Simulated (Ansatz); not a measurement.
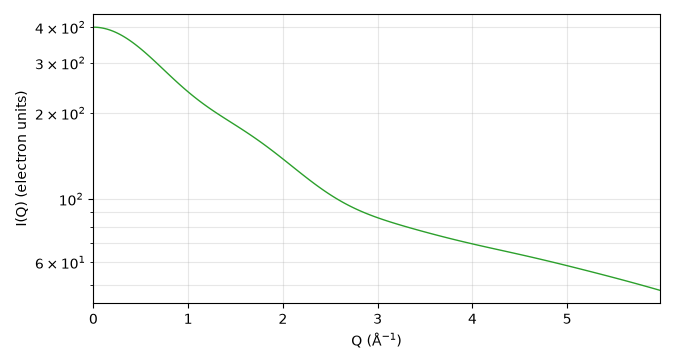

Elastic X-ray scattering of a randomly oriented, rigid molecule, calculated with the Debye equation from neutral-atom form factors (independent atoms, no Compton part, no vibration). The geometry is the end point of an optimisation (UKS PBE/6-31G in Ansatz); it may be a saddle point or a higher isomer. It contains H, P.

Question: How many electrons does the independent-atom model of the molecule hold?

Answer: I(0) is the square of the electron number: I(0) = 400, so about 20 electrons, the count of H5P.

Question: What radius of gyration does the initial fall-off give?

Answer: From I(Q) ≈ I(0) exp(−Q²R²/3) at small Q, R ≈ 1.51 Å. It is larger than the electron-weighted radius of the nuclear positions alone (1.31 Å), because each atom's electron cloud adds to it.
